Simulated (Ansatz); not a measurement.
# Ru(0001) film, 5 layers, groove: surface scattering

Wanted: the relaxed structure and the transmission of Ru(0001) film, 5 layers, groove.

Method: Ansatz plane-wave DFT, PBE, PAW files; relaxation of the atoms about the surface defect; PAW set soft_1, in the first sound run; inputs show where later runs differ, in Ansatz 0.2.0.

### Step 1. Starting point

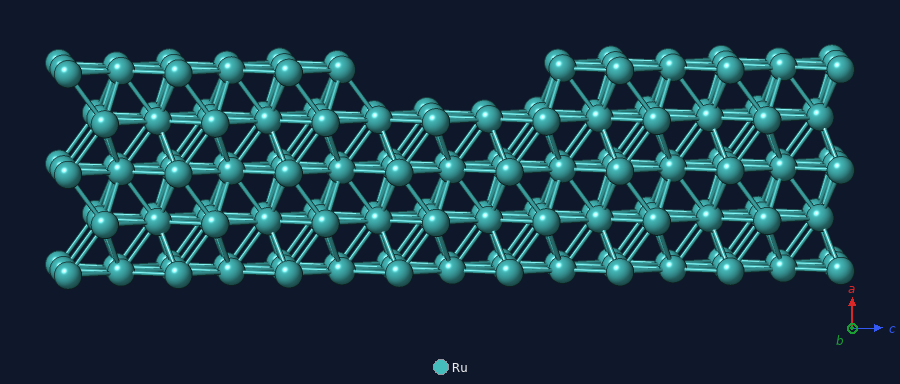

The cell as given, in part (ruthenium teal). Drawn is a stretch of 33 Å of the 37 Å that the cell measures along c, seen along the normal of the ac plane.

The cell holds 77 atoms: 77 Ru. Its edges and angles: a = 19.564 Å, b = 2.706 Å, c = 37.493 Å, α = 90.0°, β = 90.0°, γ = 90.0°. It derives from Ru. Vacuum lies along a. The structure's axis is c.

### Step 2. Relaxing about the defect

The neighbours of the defect are let go while the lead's layers stay on their sites, since a lead must repeat to 0.01 Å.

e

input.yaml reads:

```yaml
crystal:
  lattice:
    - [19.5638, 0.0, 0.0]
    - [0.0, 2.7058, 0.0]
    - [0.0, 0.0, 37.492664601]
  atoms:
    - { symbol: Ru, position: [0.2300166634, 0.0, 0.0] }
    - { symbol: Ru, position: [0.2300166634, 0.5, 0.0625] }
    - { symbol: Ru, position: [0.3394509247, 0.0, 0.0416666667] }
    - { symbol: Ru, position: [0.3394509247, 0.5, 0.1041666667] }
    - { symbol: Ru, position: [0.4488851859, 0.0, 0.0] }
    - { symbol: Ru, position: [0.4488851859, 0.5, 0.0625] }
    - { symbol: Ru, position: [0.5583194471, 0.0, 0.0416666667] }
    - { symbol: Ru, position: [0.5583194471, 0.5, 0.1041666667] }
    - { symbol: Ru, position: [0.6677537084, 0.0, 0.0] }
    - { symbol: Ru, position: [0.6677537084, 0.5, 0.0625] }
    - { symbol: Ru, position: [0.2300166634, 0.0, 0.125] }
    - { symbol: Ru, position: [0.2300166634, 0.5, 0.1875] }
    - { symbol: Ru, position: [0.3394509247, 0.0, 0.1666666667] }
    - { symbol: Ru, position: [0.3394509247, 0.5, 0.2291666667] }
    - { symbol: Ru, position: [0.4488851859, 0.0, 0.125] }
    - { symbol: Ru, position: [0.4488851859, 0.5, 0.1875] }
    - { symbol: Ru, position: [0.5583194471, 0.0, 0.1666666667] }
    - { symbol: Ru, position: [0.5583194471, 0.5, 0.2291666667] }
    - { symbol: Ru, position: [0.6677537084, 0.0, 0.125] }
    - { symbol: Ru, position: [0.6677537084, 0.5, 0.1875] }
    - { symbol: Ru, position: [0.2300166634, 0.0, 0.25] }
    - { symbol: Ru, position: [0.2300166634, 0.5, 0.3125] }
    - { symbol: Ru, position: [0.3394509247, 0.0, 0.2916666667] }
    - { symbol: Ru, position: [0.3394509247, 0.5, 0.3541666667] }
    - { symbol: Ru, position: [0.4488851859, 0.0, 0.25] }
    - { symbol: Ru, position: [0.4488851859, 0.5, 0.3125] }
    - { symbol: Ru, position: [0.5583194471, 0.0, 0.2916666667] }
    - { symbol: Ru, position: [0.5583194471, 0.5, 0.3541666667] }
    - { symbol: Ru, position: [0.6677537084, 0.0, 0.25] }
    - { symbol: Ru, position: [0.6677537084, 0.5, 0.3125] }
    - { symbol: Ru, position: [0.2300166634, 0.0, 0.375] }
    - { symbol: Ru, position: [0.2300166634, 0.5, 0.4375] }
    - { symbol: Ru, position: [0.3394509247, 0.0, 0.4166666667] }
    - { symbol: Ru, position: [0.3394509247, 0.5, 0.4791666667] }
    - { symbol: Ru, position: [0.4488851859, 0.0, 0.375] }
    - { symbol: Ru, position: [0.4488851859, 0.5, 0.4375] }
    - { symbol: Ru, position: [0.5583194471, 0.0, 0.4166666667] }
    - { symbol: Ru, position: [0.5583194471, 0.5, 0.4791666667] }
    - { symbol: Ru, position: [0.6677537084, 0.0, 0.375] }
    - { symbol: Ru, position: [0.2300166634, 0.0, 0.5] }
    - { symbol: Ru, position: [0.2300166634, 0.5, 0.5625] }
    - { symbol: Ru, position: [0.3394509247, 0.0, 0.5416666667] }
    - { symbol: Ru, position: [0.3394509247, 0.5, 0.6041666667] }
    - { symbol: Ru, position: [0.4488851859, 0.0, 0.5] }
    - { symbol: Ru, position: [0.4488851859, 0.5, 0.5625] }
    - { symbol: Ru, position: [0.5583194471, 0.0, 0.5416666667] }
    - { symbol: Ru, position: [0.5583194471, 0.5, 0.6041666667] }
    - { symbol: Ru, position: [0.2300166634, 0.0, 0.625] }
    - { symbol: Ru, position: [0.2300166634, 0.5, 0.6875] }
    - { symbol: Ru, position: [0.3394509247, 0.0, 0.6666666667] }
    - { symbol: Ru, position: [0.3394509247, 0.5, 0.7291666667] }
    - { symbol: Ru, position: [0.4488851859, 0.0, 0.625] }
    - { symbol: Ru, position: [0.4488851859, 0.5, 0.6875] }
    - { symbol: Ru, position: [0.5583194471, 0.0, 0.6666666667] }
    - { symbol: Ru, position: [0.5583194471, 0.5, 0.7291666667] }
    - { symbol: Ru, position: [0.6677537084, 0.0, 0.625] }
    - { symbol: Ru, position: [0.6677537084, 0.5, 0.6875] }
    - { symbol: Ru, position: [0.2300166634, 0.0, 0.75] }
    - { symbol: Ru, position: [0.2300166634, 0.5, 0.8125] }
    - { symbol: Ru, position: [0.3394509247, 0.0, 0.7916666667] }
    - { symbol: Ru, position: [0.3394509247, 0.5, 0.8541666667] }
    - { symbol: Ru, position: [0.4488851859, 0.0, 0.75] }
    - { symbol: Ru, position: [0.4488851859, 0.5, 0.8125] }
    - { symbol: Ru, position: [0.5583194471, 0.0, 0.7916666667] }
    - { symbol: Ru, position: [0.5583194471, 0.5, 0.8541666667] }
    - { symbol: Ru, position: [0.6677537084, 0.0, 0.75] }
    - { symbol: Ru, position: [0.6677537084, 0.5, 0.8125] }
    - { symbol: Ru, position: [0.2300166634, 0.0, 0.875] }
    - { symbol: Ru, position: [0.2300166634, 0.5, 0.9375] }
    - { symbol: Ru, position: [0.3394509247, 0.0, 0.9166666667] }
    - { symbol: Ru, position: [0.3394509247, 0.5, 0.9791666667] }
    - { symbol: Ru, position: [0.4488851859, 0.0, 0.875] }
    - { symbol: Ru, position: [0.4488851859, 0.5, 0.9375] }
    - { symbol: Ru, position: [0.5583194471, 0.0, 0.9166666667] }
    - { symbol: Ru, position: [0.5583194471, 0.5, 0.9791666667] }
    - { symbol: Ru, position: [0.6677537084, 0.0, 0.875] }
    - { symbol: Ru, position: [0.6677537084, 0.5, 0.9375] }
kpoints:
  mp_grid: { grid: [1, 9, 1] }
hamiltonian:
  xc: pbe
  pseudopotentials: { kind: paw, azcp: { folder: soft_1 } }
scf:
  occupations: { method: fermi_dirac, width: 0.1 }
relax:
  f_tol: 0.03
  max_steps: 40
  constraints:
    - { sites: [0, 1, 2, 3, 4, 5, 6, 7, 8, 9, 10, 11, 12, 13, 14, 15, 16, 17, 18, 19, 20, 21, 22, 23, 24, 25, 26, 28, 29, 30, 31, 32, 33, 34, 35, 39, 40, 41, 42, 43, 44, 47, 48, 49, 50, 51, 52, 53, 54, 56, 57, 58, 59, 60, 61, 62, 63, 64, 65, 66, 67, 68, 69, 70, 71, 72, 73, 74, 75, 76] }
```

Run with:

```sh
ansatz run input.yaml --threads 8 --pin off --max-ram 15360MiB --backend cpu --events-out ev --progress --plain --runs-dir out
```

Numbers of over 12 decimals in the logs are rounded to 6 here.

The program printed:

```text
Engine: ansatz 0.2.0, x86_64-unknown-linux-gnu
Pseudopotentials: kind: paw
Pseudopotential: Ru, paw, valence charge 16, recommended cutoff 420 eV (normal), soft_1/Ru.paw.azcp
Functional definition: PBE
  parameter kappa = 0.804
  parameter beta = 0.066725
  exchange = pbe_x(kappa = kappa, mu = beta*pi^2/3)
  correlation = pbe_c(beta = beta)
Crystal: 77 atoms, lattice volume = 1984.702 Å³
Basis set: ecut = 420 eV, 39029 PW (Γ), exchange–correlation on 270×40×512 points (8 copies of the dense FFT grid, shifted against one another)
Bands: 740, of which v1, the nominal top of the filled ones, is band 616 counted from 1 (615 counted from 0)
Symmetry: 2 space group operations
Space group: Pm (ITA 6), of the structure as read, at distance tolerance 1.3e-4 Å
k-points: 5 of 9
Non-local potential: Ru, projectors of the file, l = 0: 3, l = 1: 2, l = 2: 2, l = 3: 1
PAW form: soft (Blöchl's): semilocal exchange-correlation on the pseudo side does not see the compensation charge
PAW one-centre angular grid: Ru, 590 points (default); XC on 64 Gauss nodes
Initial density: superposition of atomic densities (neutral atoms: chi_scale 0, normalization atom)
Initial wavefunctions: pseudopotential atomic-orbital guess
Functional: x = pbe(κ = 0.804, μ = 0.219515), c = pbe(β = 0.066725)
SCF iter   1: F=—  HF=-452678.320939 eV  |F-HF|=—  |Δ(HF+E_count)|=         —  Δρ=8.52e-2  dr2=2.39e2  ethr=3.10e-3  ⟨swp⟩=7.2  Hψ=14597  notcnv=0  defer=20
preconditioner: auto → LDOS  [metal: Δε(μ)=0.000 eV  Ē_g=4.832 eV  σ=0.100 eV  W_gap=0.00  n_scr=474 (ndim 8)  ℏωp=20.7 eV  f_vac=0.405  D(μ)=80.20/eV (n_scr^D=666)  β→1.0]
SCF iter   2: F=—  HF=-452683.413958 eV  |F-HF|=—  |Δ(HF+E_count)|=    5.09e0  Δρ=8.81e-2  dr2=1.98e2  ethr=3.10e-3  ⟨swp⟩=4.0  Hψ=10171  notcnv=0  defer=38
SCF iter   3: F=—  HF=-452628.658702 eV  |F-HF|=—  |Δ(HF+E_count)|=    5.48e1  Δρ=7.21e-3  dr2=1.72e0  ethr=3.10e-3  ⟨swp⟩=3.0  Hψ=9914  notcnv=0  defer=49
SCF iter   4: F=—  HF=-452628.623646 eV  |F-HF|=—  |Δ(HF+E_count)|=   3.51e-2  Δρ=3.58e-3  dr2=5.25e-1  ethr=1.40e-4  ⟨swp⟩=3.4  Hψ=8348  notcnv=0  defer=49
SCF iter   5: F=—  HF=-452628.529184 eV  |F-HF|=—  |Δ(HF+E_count)|=   9.45e-2  Δρ=1.02e-3  dr2=1.99e-2  ethr=4.26e-5  ⟨swp⟩=2.2  Hψ=5525  notcnv=0  defer=49
SCF iter   6: F=—  HF=-452628.536704 eV  |F-HF|=—  |Δ(HF+E_count)|=   7.52e-3  Δρ=3.59e-4  dr2=3.81e-3  ethr=1.62e-6  ⟨swp⟩=2.8  Hψ=7235  notcnv=0  defer=49
SCF iter   7: F=—  HF=-452628.538177 eV  |F-HF|=—  |Δ(HF+E_count)|=   1.47e-3  Δρ=1.15e-4  dr2=6.97e-4  ethr=3.09e-7  ⟨swp⟩=2.4  Hψ=5642  notcnv=0  defer=49
SCF iter   8: F=—  HF=-452628.538143 eV  |F-HF|=—  |Δ(HF+E_count)|=   3.41e-5  Δρ=5.15e-5  dr2=7.60e-5  ethr=5.65e-8  ⟨swp⟩=2.8  Hψ=6149  notcnv=0  defer=49
SCF iter   9: F=-452628.538175 eV  HF=-452628.538176 eV  |F-HF|=5.23e-7  |Δ(HF+E_count)|=   3.26e-5  Δρ=2.05e-5  dr2=1.02e-5  ethr=1.83e-9  ⟨swp⟩=5.0  Hψ=12102  notcnv=0
SCF 1 converged in 9 iterations: F = -452628.538175 eV  dr2 = 1.02e-5
  greatest PAW one-centre occupation: 1.000 electrons in one spin orbital (limit 2), on the Ru atom at site 14 (counted from 0), in its partial waves of l = 0
relax step   1: F+E_penalty+E_count = -452628.53817522 eV  Δ(F+E_penalty+E_count) = +0.000e0 eV  max|allowed force component| = 1.022e0 eV/Å  Δτ_max = 0.0000 Å  (9 SCF iters, dr2 threshold 2.25e-5 eV, accepted)
Initial density: handed on by an earlier stage of this run
Initial wavefunctions: those handed on with the density
iter 1 solved again at ethr=3.36e-4 eV; its pass at ethr=3.10e-3 eV (dr2=4.14e0 eV) is discarded
SCF iter   1: F=—  HF=-452628.864188 eV  |F-HF|=—  |Δ(HF+E_count)|=         —  Δρ=7.01e-3  dr2=3.59e0  ethr=3.36e-4  ⟨swp⟩=1.6  Hψ=11653  notcnv=0  defer=42
preconditioner: auto → LDOS  [metal: Δε(μ)=0.016 eV  Ē_g=4.425 eV  σ=0.100 eV  W_gap=0.04  n_scr=474 (ndim 8)  ℏωp=20.7 eV  f_vac=0.411  D(μ)=85.93/eV (n_scr^D=738)  β→1.0]
SCF iter   2: F=—  HF=-452628.760324 eV  |F-HF|=—  |Δ(HF+E_count)|=   1.04e-1  Δρ=2.61e-3  dr2=1.90e-1  ethr=2.92e-4  ⟨swp⟩=2.0  Hψ=5288  notcnv=0  defer=42
SCF iter   3: F=—  HF=-452628.744212 eV  |F-HF|=—  |Δ(HF+E_count)|=   1.61e-2  Δρ=1.29e-3  dr2=5.63e-2  ethr=1.54e-5  ⟨swp⟩=3.0  Hψ=8106  notcnv=0  defer=42
SCF iter   4: F=—  HF=-452628.729355 eV  |F-HF|=—  |Δ(HF+E_count)|=   1.49e-2  Δρ=2.10e-4  dr2=1.11e-3  ethr=4.57e-6  ⟨swp⟩=2.0  Hψ=6449  notcnv=0  defer=42
SCF iter   5: F=—  HF=-452628.729301 eV  |F-HF|=—  |Δ(HF+E_count)|=   5.45e-5  Δρ=6.94e-5  dr2=1.37e-4  ethr=9.01e-8  ⟨swp⟩=3.0  Hψ=8193  notcnv=0  defer=42
SCF iter   6: F=—  HF=-452628.729416 eV  |F-HF|=—  |Δ(HF+E_count)|=   1.15e-4  Δρ=3.15e-5  dr2=3.05e-5  ethr=1.11e-8  ⟨swp⟩=2.2  Hψ=5399  notcnv=0  defer=42
SCF iter   7: F=-452628.729431 eV  HF=-452628.729434 eV  |F-HF|=2.85e-6  |Δ(HF+E_count)|=   1.80e-5  Δρ=1.28e-5  dr2=6.80e-6  ethr=2.47e-9  ⟨swp⟩=4.0  Hψ=10622  notcnv=0
SCF 2 converged in 7 iterations: F = -452628.729431 eV  dr2 = 6.80e-6
  greatest PAW one-centre occupation: 1.000 electrons in one spin orbital (limit 2), on the Ru atom at site 27 (counted from 0), in its partial waves of l = 0
relax step   2: F+E_penalty+E_count = -452628.72943130 eV  Δ(F+E_penalty+E_count) = -1.913e-1 eV  max|allowed force component| = 7.546e-1 eV/Å  Δτ_max = 0.1951 Å  (7 SCF iters, dr2 threshold 6.53e-5 eV, accepted)
SCF iter   1: F=—  HF=-452628.792795 eV  |F-HF|=—  |Δ(HF+E_count)|=         —  Δρ=2.05e-3  dr2=2.55e-1  ethr=2.70e-4  ⟨swp⟩=3.2  Hψ=6925  notcnv=0  defer=42
preconditioner: auto → LDOS  [metal: Δε(μ)=0.007 eV  Ē_g=4.415 eV  σ=0.100 eV  W_gap=0.02  n_scr=474 (ndim 8)  ℏωp=20.7 eV  f_vac=0.411  D(μ)=86.65/eV (n_scr^D=742)  β→1.0]
SCF iter   2: F=—  HF=-452628.783458 eV  |F-HF|=—  |Δ(HF+E_count)|=   9.34e-3  Δρ=6.37e-4  dr2=2.05e-2  ethr=2.07e-5  ⟨swp⟩=2.0  Hψ=5123  notcnv=0  defer=42
SCF iter   3: F=—  HF=-452628.782902 eV  |F-HF|=—  |Δ(HF+E_count)|=   5.56e-4  Δρ=4.59e-4  dr2=6.58e-3  ethr=1.67e-6  ⟨swp⟩=3.0  Hψ=8032  notcnv=0  defer=42
SCF iter   4: F=—  HF=-452628.781267 eV  |F-HF|=—  |Δ(HF+E_count)|=   1.63e-3  Δρ=1.52e-4  dr2=5.66e-4  ethr=5.34e-7  ⟨swp⟩=2.2  Hψ=6709  notcnv=0  defer=42
SCF iter   5: F=—  HF=-452628.781153 eV  |F-HF|=—  |Δ(HF+E_count)|=   1.14e-4  Δρ=3.20e-5  dr2=5.57e-5  ethr=4.59e-8  ⟨swp⟩=2.6  Hψ=6493  notcnv=0  defer=42
SCF iter   6: F=-452628.781145 eV  HF=-452628.781146 eV  |F-HF|=1.12e-6  |Δ(HF+E_count)|=   7.55e-6  Δρ=1.06e-5  dr2=3.50e-6  ethr=2.89e-9  ⟨swp⟩=4.8  Hψ=11792  notcnv=0
SCF 3 converged in 6 iterations: F = -452628.781145 eV  dr2 = 3.50e-6
[...]
SCF iter   6: F=-452628.782147 eV  HF=-452628.782147 eV  |F-HF|=3.62e-8  |Δ(HF+E_count)|=   2.90e-7  Δρ=1.36e-6  dr2=5.30e-8  ethr=8.12e-12  ⟨swp⟩=5.0  Hψ=12449  notcnv=0
SCF 4 converged in 6 iterations: F = -452628.782147 eV  dr2 = 5.30e-8
relax step   4: F+E_penalty+E_count = -452628.78214716 eV  Δ(F+E_penalty+E_count) = -1.003e-3 eV  max|allowed force component| = 2.494e-2 eV/Å  Δτ_max = 0.0083 Å  (6 SCF iters, accepted)
SCF converged after 6 iterations
Free energy (F): -452628.782147 eV
Harris-Foulkes:  -452628.782147 eV  (|F-HF|=3.62e-8)
Internal energy: -452625.910256 eV  (E = F + TS)
E sigma→0 (E₀):  -452627.346202 eV
Entropy (-TS):   -2.871891 eV (-37.297 meV/atom)
Fermi energy:    10.007023 eV
--- Per-component energies (eV) ---
  E_band       = -20542.819995
  E_kinetic    = 35326.822607
  E_local      = -1113659.064449  (includes V_loc(G=0)·N_el)
  E_nonlocal   = 31825.786381
  E_hartree    = 532237.232557
  E_xc         = -13028.896874
  E_vxc        = -16469.302853  (∫ρ·V_xc dr)
  E_paw        = -269627.314163  (= ΣΔE_a)
  E_vpaw       = -22041.549964  (= ΣTr[D̂ρ^β])
  E_aug_tail   = 0.048557  (compensation charges beyond the density's cutoff)
  E_ewald      = 344299.475128
  E_smearing   = -2.871891  (= −TS)
  E_closure    = -0.000000  (closes the sum)
  Σ components = -452628.782147   (vs F -452628.782147, Δ=0.00e0)
--- Forces (eV/Å), atoms counted from 1 ---
  atom   1  Ru     0.55441728     0.00000000    -0.00143738
  atom   2  Ru     0.54639050     0.00000000    -0.00704247
  atom   3  Ru    -0.71744680     0.00000000     0.01014592
  atom   4  Ru    -0.71689219     0.00000000     0.01950914
  atom   5  Ru     0.00539981     0.00000000    -0.02083462
  atom   6  Ru    -0.00151185     0.00000000    -0.03183742
  atom   7  Ru     0.71023086     0.00000000     0.01212689
  atom   8  Ru     0.71663674     0.00000000     0.02363126
  atom   9  Ru    -0.54272678     0.00000000    -0.00352934
  atom  10  Ru    -0.55233921     0.00000000     0.00545621
  atom  11  Ru     0.55424925     0.00000000    -0.00804921
  atom  12  Ru     0.55183728     0.00000000    -0.00038621
  atom  13  Ru    -0.72530990     0.00000000     0.01925264
  atom  14  Ru    -0.69609529     0.00000000     0.00184680
  atom  15  Ru    -0.00058827     0.00000000    -0.02214670
  atom  16  Ru     0.00452646     0.00000000    -0.00778402
  atom  17  Ru     0.71515849     0.00000000    -0.00716185
  atom  18  Ru     0.77048344     0.00000000     0.03348719
  atom  19  Ru    -0.55006014     0.00000000    -0.01258237
  atom  20  Ru    -0.54745517     0.00000000     0.02325132
  atom  21  Ru     0.53249722     0.00000000     0.01139319
  atom  22  Ru     0.57980489     0.00000000     0.02545112
  atom  23  Ru    -0.70814620     0.00000000    -0.00758799
  atom  24  Ru    -0.58437358     0.00000000    -0.05323008
  atom  25  Ru    -0.01772267     0.00000000    -0.04057738
  atom  26  Ru    -0.00888237     0.00000000     0.06307347
  atom  27  Ru     0.56223946     0.00000000    -0.07791719
  atom  28  Ru     0.00252044     0.00000000     0.00193077
  atom  29  Ru    -0.52572302     0.00000000    -0.18782260
  atom  30  Ru    -0.56749238     0.00000000     0.09679748
  atom  31  Ru     0.54561691     0.00000000     0.03360787
  atom  32  Ru     0.54274467     0.00000000     0.01356215
  atom  33  Ru    -0.70196238     0.00000000    -0.03393028
  atom  34  Ru    -0.53496091     0.00000000    -0.04348669
  atom  35  Ru     0.16944656     0.00000000     0.16060652
  atom  36  Ru     0.19954095     0.00000000    -0.02713234
  atom  37  Ru    -0.01553456     0.00000000     0.02413388
  atom  38  Ru     0.00257928     0.00000000    -0.02494139
  atom  39  Ru     0.01230599     0.00000000    -0.02222742
  atom  40  Ru     0.46835287     0.00000000    -0.05432610
[...]
atom  66  Ru    -0.53115944     0.00000000     0.14559716
  atom  67  Ru    -0.53432992     0.00000000    -0.03348007
  atom  68  Ru     0.55017074     0.00000000    -0.00279172
  atom  69  Ru     0.55029404     0.00000000    -0.00501909
  atom  70  Ru    -0.71524395     0.00000000     0.01235696
  atom  71  Ru    -0.72331723     0.00000000     0.01994945
  atom  72  Ru     0.00288715     0.00000000    -0.02134503
  atom  73  Ru    -0.00484735     0.00000000    -0.01599839
  atom  74  Ru     0.72301593     0.00000000     0.00200072
  atom  75  Ru     0.71213146     0.00000000     0.02755104
  atom  76  Ru    -0.56199441     0.00000000     0.02511811
  atom  77  Ru    -0.54391561     0.00000000    -0.02463428
  max |Σ_I F_I| component: 1.15e-4 eV/Å
--- Relaxed structure (4 steps of the walk, 4 accepted, 0 SCFs on fresh bases) ---
  F+E_penalty+E_count = -452628.78214716 eV   max|allowed force component| = 2.494e-2 eV/Å
  atoms:
    - { symbol: Ru, position: [0.230017, 0.0, 0.0] }
    - { symbol: Ru, position: [0.230017, 0.500000, 0.062500] }
    - { symbol: Ru, position: [0.3394509247, 0.0, 0.0416666667] }
    - { symbol: Ru, position: [0.3394509247, 0.500000, 0.104167] }
    - { symbol: Ru, position: [0.4488851859, 0.0, 0.0] }
    - { symbol: Ru, position: [0.4488851859, 0.500000, 0.062500] }
    - { symbol: Ru, position: [0.558319, 0.0, 0.0416666667] }
    - { symbol: Ru, position: [0.558319, 0.500000, 0.104167] }
    - { symbol: Ru, position: [0.667754, 0.0, 0.0] }
    - { symbol: Ru, position: [0.667754, 0.500000, 0.062500] }
    - { symbol: Ru, position: [0.230017, 0.0, 0.125000] }
    - { symbol: Ru, position: [0.230017, 0.500000, 0.1875] }
    - { symbol: Ru, position: [0.3394509247, 0.0, 0.1666666667] }
    - { symbol: Ru, position: [0.3394509247, 0.500000, 0.229167] }
    - { symbol: Ru, position: [0.4488851859, 0.0, 0.125000] }
    - { symbol: Ru, position: [0.4488851859, 0.500000, 0.1875] }
    - { symbol: Ru, position: [0.558319, 0.0, 0.1666666667] }
    - { symbol: Ru, position: [0.558319, 0.500000, 0.229167] }
    - { symbol: Ru, position: [0.667754, 0.0, 0.125000] }
    - { symbol: Ru, position: [0.667754, 0.500000, 0.1875] }
    - { symbol: Ru, position: [0.230017, 0.0, 0.250000] }
    - { symbol: Ru, position: [0.230017, 0.500000, 0.3125] }
    - { symbol: Ru, position: [0.3394509247, 0.0, 0.2916666667] }
    - { symbol: Ru, position: [0.3394509247, 0.500000, 0.3541666667] }
    - { symbol: Ru, position: [0.4488851859, 0.0, 0.250000] }
    - { symbol: Ru, position: [0.4488851859, 0.500000, 0.3125] }
    - { symbol: Ru, position: [0.558319, 0.0, 0.2916666667] }
    - { symbol: Ru, position: [0.559951, 0.500000, 0.353908] }
    - { symbol: Ru, position: [0.667754, 0.0, 0.250000] }
    - { symbol: Ru, position: [0.667754, 0.500000, 0.3125] }
    - { symbol: Ru, position: [0.230017, 0.0, 0.375] }
    - { symbol: Ru, position: [0.230017, 0.500000, 0.437500] }
    - { symbol: Ru, position: [0.3394509247, 0.0, 0.4166666667] }
    - { symbol: Ru, position: [0.3394509247, 0.500000, 0.479167] }
    - { symbol: Ru, position: [0.4488851859, 0.0, 0.375] }
    - { symbol: Ru, position: [0.4488851859, 0.500000, 0.437500] }
    - { symbol: Ru, position: [0.559423, 0.0, 0.417396] }
    - { symbol: Ru, position: [0.555082, 0.500000, 0.478987] }
    - { symbol: Ru, position: [0.664107, 0.0, 0.372472] }
    - { symbol: Ru, position: [0.230017, 0.0, 0.500000] }
[...]
- { symbol: Ru, position: [0.667754, 0.0, 0.75] }
    - { symbol: Ru, position: [0.667754, 0.500000, 0.8125] }
    - { symbol: Ru, position: [0.230017, 0.0, 0.875000] }
    - { symbol: Ru, position: [0.230017, 0.500000, 0.937500] }
    - { symbol: Ru, position: [0.3394509247, 0.0, 0.9166666667] }
    - { symbol: Ru, position: [0.3394509247, 0.500000, 0.9791666667] }
    - { symbol: Ru, position: [0.4488851859, 0.0, 0.875000] }
    - { symbol: Ru, position: [0.4488851859, 0.500000, 0.937500] }
    - { symbol: Ru, position: [0.558319, 0.0, 0.9166666667] }
    - { symbol: Ru, position: [0.558319, 0.500000, 0.9791666667] }
    - { symbol: Ru, position: [0.667754, 0.0, 0.875000] }
    - { symbol: Ru, position: [0.667754, 0.500000, 0.937500] }
```

Elapsed: 6.1 min, on 8 threads of Intel Xeon 6975P-C (Granite Rapids), shared host; peak memory 8.6 GiB.

(Continued in part 2 of 2.)

[Logs are printed without paths, hosts, clocks, repeated set-up lines and the standing remarks that a program may print on its own settings, such as how far it seeks lower states.]

[Hosts, paths, dates, database ids (printed as entryN), source tags and the programs' standing remarks are cut or masked in the printed files.]
